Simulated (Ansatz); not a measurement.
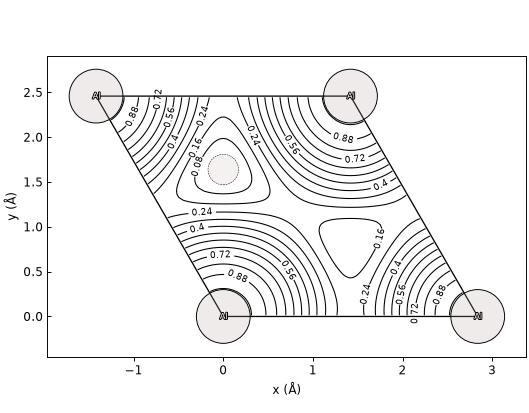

Energy landscape of Ti on an Al(111) slab cut from the Fm-3m phase, its upper half relaxed before the scan (12 atoms of substrate and one adsorbate in a 2 × 2 cell). Ti is moved over the surface cell; relaxed at each place: the height of the adsorbate's atoms; substrate rigid; the origin of the map has the adsorbate above Al9. Places are given modulo a cell vector. The map is drawn in real space over the plane of the surface. The grid has 6 × 6 points; 10 points were computed and 26 follow by symmetry. Places are given in fractions of the 1 × 1 surface cell. Energies are in eV, from the lowest grid point. The electronic state followed may not be the lowest one. These are results of DFT PBEsol, scalar-relativistic, plane waves, PAW in Ansatz 0.2.0, not measurements. Settings: cutoff 420 eV, k-mesh 6×6×1, gaussian smearing 0.1 eV, spin-polarised.

In the figure: contour lines labelled in eV, labelled circles for the atoms of the top layer and small ones for the second layer, the outline of one cell of the plane. Between grid points the surface is interpolated. 

Question: Summarise what can be read from the map.

Answer: The lowest grid point is at a threefold hollow over a second-layer Al atom, (2/6, 4/6) of the cell vectors. There is a further well near a threefold hollow over a third-layer Al atom, (4/6, 2/6) of the cell vectors (0.09 eV above the lowest at that grid point). The highest grid point, the top site over a surface Al atom, (0/6, 0/6) of the cell vectors, lies 1.02 eV above the lowest. On the interpolated surface the easiest way out of the lowest well to the well at a threefold hollow over a third-layer Al atom, (4/6, 2/6) of the cell vectors passes a barrier of about 0.21 eV. At the lowest point the adsorbate has 3 Al at 2.60 Å as nearest neighbours, at the highest 1 Al at 2.42 Å. Its relaxed height above the top atom is 2.02 Å at the lowest and 2.42 Å at the highest point.

Grid values (eV):

```csv
"second ↓, first →",0/6,1/6,2/6,3/6,4/6,5/6
5/6,0.88,0.59,0.18,0.18,0.59,0.88
4/6,0.49,0.18,0.00,0.18,0.49,0.62
3/6,0.20,0.18,0.18,0.20,0.24,0.24
2/6,0.49,0.59,0.49,0.24,0.09,0.24
1/6,0.88,0.88,0.62,0.24,0.24,0.62
0/6,1.02,0.88,0.49,0.20,0.49,0.88
```

The whole map (10 points run) took 24 min on 1 thread of Intel(R) Xeon(R) 6975P-C (Granite Rapids) (shared host).

PAW datasets: the set soft_1.
